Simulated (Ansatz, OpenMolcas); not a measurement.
## SiH4O4 (orthosilicic acid): a line through the functionals

The species is SiH4O4 (9 atoms), meant as a singlet with charge 0. SMILES: `O[Si](O)(O)O`. The shape is that of a PBE0-D4/def2-TZVP optimisation. This is one conformer, not always the lowest.

The electronic atomisation energy y, in eV, basis def2-SVP; a is the functional's share of exact exchange. Programs: Ansatz 0.2.0, OpenMolcas 26.06.

| functional | program | a | y (eV) |
| --- | --- | --- | --- |
| BLYP | Ansatz | 0 | 37.52 |
| TPSS | OpenMolcas | 0 | 37.11 |
| B3LYP | Ansatz | 0.2 | 37.37 |
| r2SCAN0 | Ansatz | 0.25 | ? |
| PBE0 | Ansatz | 0.25 | 37.24 |
| BHLYP | Ansatz | 0.5 | 35.83 |

Problem. Fit y = c + s·a to the known rows and predict r2SCAN0.

Solution. 
1. Means of the 5 rows: a = 0.1900, y = 37.014.
2. Σ(Δa)² = 0.172, Σ(Δa·Δy) = -0.4643, so the slope is -0.4643/0.172 = -2.6994.
3. Intercept: 37.014 − (-2.6994) × 0.1900 = 37.527. The largest residual of the fit is 0.42.
4. r2SCAN0: 37.527 + (-2.6994) × 0.25 = 36.85 eV.

The run gave 36.93 eV, so the prediction is off by -0.08 eV, within the largest residual.

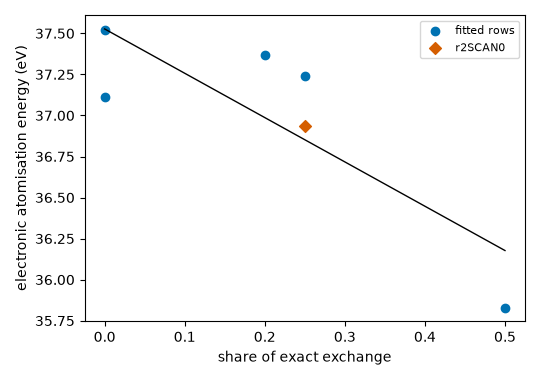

The fitted line, with the withheld row.
